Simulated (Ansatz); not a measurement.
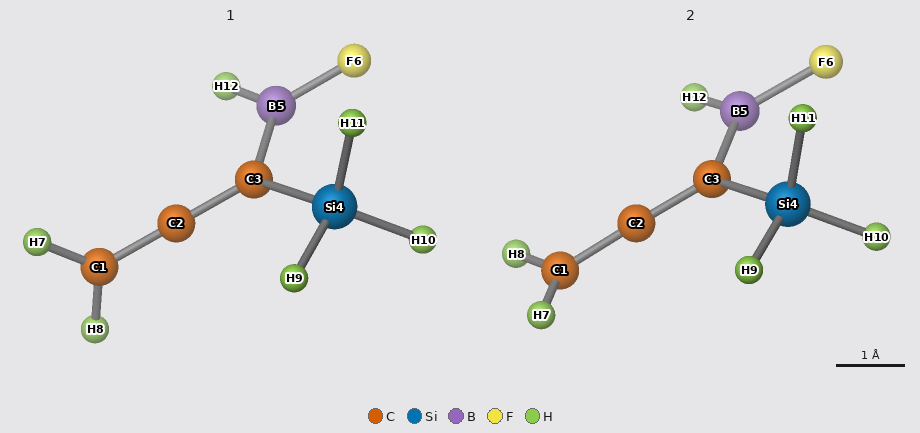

Two geometries of C₃H₆BFSi (coarse preliminary run), drawn at one scale. One is the start of a relaxation, the other its converged end. A ball-and-stick model, seen from a free direction.

These are results of RKS PBE-D4/def2-SVP (Ansatz), not measurements. Settings: force threshold 0.03 eV/Å; at most 200 steps.

Which geometry has the lower energy?

Structure 1 is the relaxed one. The start comes from a force field. H7 moves most after the best rigid fit: 1.30 Å. Largest moves by element: H 1.30 Å, F 0.19 Å, Si 0.12 Å, B 0.11 Å, C 0.07 Å. Some distances before and after: B5–F6 1.473 → 1.338 Å, C3–Si4 1.792 → 1.897 Å, C1–H7 1.045 → 1.103 Å, Si4–H10 1.455 → 1.505 Å. Among the angles between lasting bonds that change: H7–C1–H8 123.2° → 117.8°, C3–Si4–H10 115.1° → 109.7°, H9–Si4–H11 104.6° → 109.6°. After 15 accepted moves (16 points after the start) the energy has fallen by 1.917 eV. The largest force component goes from 3.2 to 0.02 eV/Å. The line search rejected the trial step at point 10 of the run. The forces were under the threshold at step 12, but the run went on from there.
